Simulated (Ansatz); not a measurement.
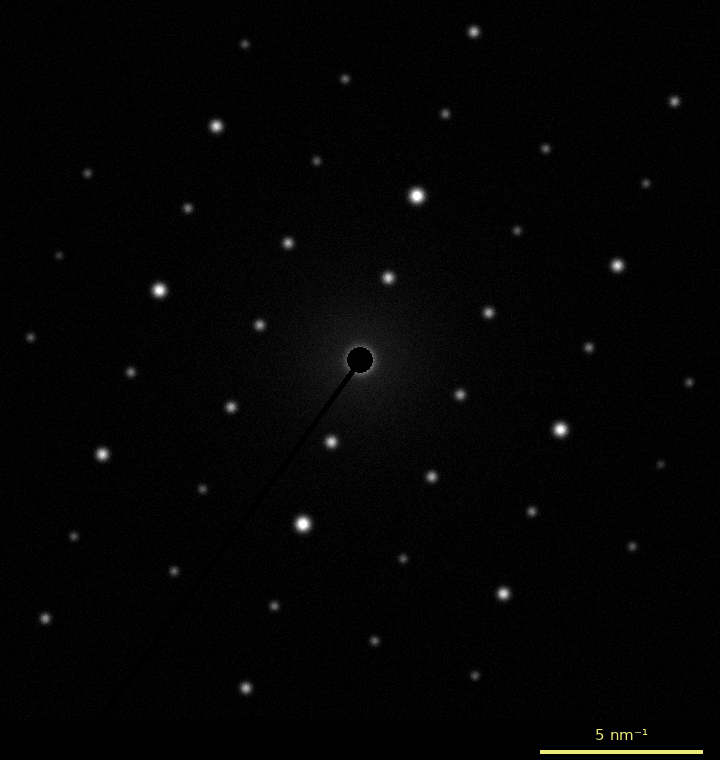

Kinematic zone-axis pattern, calculated for 200 keV electrons with B = 0.8 Å².

Question: What net do the spots form, and what spacings does it show?

Answer: The spots form a rectangular net whose two shortest vectors correspond to d = 3.72 Å and 3.04 Å, 90.0° apart.

Question: What is the point symmetry of the pattern, intensities included?

Answer: 2mm.

Question: Which crystal and zone produced it?

Answer: This cannot be fixed from one zone alone; the pattern is [101] of Zr₂SbN, space group P4/mmm (No. 123), a = 3.72 Å, c = 5.29 Å. The net vectors are 0 1 0 and 1 0 -1. Structure: the geometry relaxed with DFT LDA, scalar-relativistic, plane waves, PAW in Ansatz; the starting structure was generated, so it need not be a known form of this composition.
